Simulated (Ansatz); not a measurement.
# GaF (SMILES [F][Ga]) at SVWN5/def2-TZVPPD

Aim: the vertical ionisation energy of GaF at SVWN5/def2-TZVPPD, from 2 runs. 

The calculation is run with Ansatz 0.2.0.

30 further runs of the same task are left out: 30 set aside as unsound or not needed.

### 1 The molecule

GaF has 2 atoms, charge 0, and is taken as a singlet. SMILES: `[F][Ga]`. Geometry: relaxed at PBE0-D4/def2-TZVP.

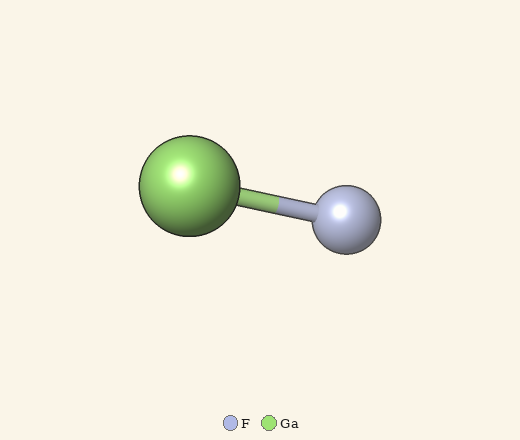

Viewed from a chosen angle; fluorine light blue, gallium green.

### 2 The energy at SVWN5/def2-TZVPPD

Contents of job.yaml:

```yaml
crystal:
  periodic: [false, false, false]
  atoms:
    - {symbol: F, position_ang: [0.000000, -0.000000, 0.006300]}
    - {symbol: Ga, position_ang: [-0.000000, 0.000000, 1.792850]}
basis:
  gaussian:
    orbitals: def2-TZVPPD.json
accuracy: high
output: {orbitals: {seedname: orbitals}}
hamiltonian:
  xc: {name: SVWN5}
```

The basis set def2-TZVPPD is read from a file made from the Basis Set Exchange's data (not shown).

Run with:

```
$ ansatz run job.yaml --threads 1 --pin off --max-ram 3480MiB --events-out events.jsonl --progress --plain --runs-dir runs
```

Standard output:

```text
Warning: RAYON_NUM_THREADS=1 ignored (pool sized by the plan → 1); use --threads N
Functional definition: SVWN5
  name "SVWN5"
  exchange = slater_x
  correlation = vwn5_c
1230 factors; integrals over basis functions are off by at most 4.6e-9 eV
mean field evaluation 1: about -54995.0162 eV, gradient 5.2e1 eV
mean field evaluation 2: about -54887.3448 eV, gradient 2.4e2 eV
mean field evaluation 4: about -54998.0701 eV, gradient 1.8e1 eV
mean field evaluation 8: about -54998.4334 eV, gradient 2.2e-1 eV
mean field evaluation 16: about -54998.4335 eV, gradient 1.7e-6 eV
mean field -54998.43350353 eV, -2021.1551519776 hartree, gradient 8.4e-8 eV, S^2 0.000000; 0 other end points of the search recorded, 0 dependent functions left out
reference -54998.43350652 eV, -2021.1551520874 hartree; 20, 20 occupied and 74, 74 virtual orbitals, 1230 factors
Total energy: -54998.43350652 eV, -2021.1551520874 hartree
```

Run time: 1.9 s. Hardware: 1 thread of Arm Neoverse V2, shared host; peak memory 0.16 GiB.

### 3 The doublet cation

Contents of input.yaml:

```yaml
crystal:
  periodic: [false, false, false]
  atoms:
    - {symbol: F, position_ang: [0.000000, -0.000000, 0.006300]}
    - {symbol: Ga, position_ang: [-0.000000, 0.000000, 1.792850]}
basis:
  gaussian: {orbitals: def2-TZVPPD.json}
total_charge: 1
magnetization: {spin_polarized: true, initial_magnetization: 1}
hamiltonian: {xc: {name: SVWN5}}
accuracy: high
output: {orbitals: {seedname: orbitals}}
```

The basis set def2-TZVPPD is read from a file made from the Basis Set Exchange's data (not shown).

Run with:

```
$ ansatz run input.yaml --threads 1 --pin off --max-ram 3480MiB --events-out events.jsonl --progress --plain --runs-dir runs
```

Standard output:

```text
Warning: RAYON_NUM_THREADS=1 ignored (pool sized by the plan → 1); use --threads N
Functional definition: SVWN5
  name "SVWN5"
  exchange = slater_x
  correlation = vwn5_c
1230 factors; integrals over basis functions are off by at most 4.6e-9 eV
mean field evaluation 1: about -54963.4357 eV, gradient 9.1e1 eV
mean field evaluation 2: about -54646.1675 eV, gradient 1.9e2 eV
mean field evaluation 4: about -54982.2228 eV, gradient 3.6e1 eV
mean field evaluation 8: about -54987.6539 eV, gradient 1.3e-1 eV
mean field evaluation 16: about -54987.6514 eV, gradient 1.4e-5 eV
mean field evaluation 32: about -54987.1709 eV, gradient 1.1e1 eV
mean field -54987.65137054 eV, -2020.7589158986 hartree, gradient 3.7e-8 eV, S^2 0.751424; 3 other end points of the search recorded, 0 dependent functions left out
reference -54987.65137438 eV, -2020.7589160396 hartree; 20, 19 occupied and 74, 75 virtual orbitals, 1230 factors
Total energy: -54987.65137438 eV, -2020.7589160396 hartree
```

Run time: 3.9 s. Hardware: 1 thread of Arm Neoverse V2, shared host; peak memory 0.19 GiB.

### 4 Results

At SVWN5/def2-TZVPPD:

```
                                          quantity           value
                         singlet GaF: total energy  -2021.15515 Eh
                          singlet GaF: HOMO energy        -7.03 eV
                          singlet GaF: LUMO energy        -2.35 eV
                        singlet GaF: HOMO–LUMO gap         4.68 eV
                      doublet cation: total energy  -2020.75892 Eh
doublet cation: HOMO energy (highest over α and β)       -15.73 eV
 doublet cation: LUMO energy (lowest over α and β)       -14.60 eV
                              doublet cation: ⟨S²⟩           0.751
vertical ionisation energy (to the doublet cation)       10.782 eV
```

What this shows: Removing an electron at fixed nuclei costs 10.78 eV (1040 kJ/mol). The negative HOMO energy of the first species, 7.03 eV, lies 3.75 eV below that difference.
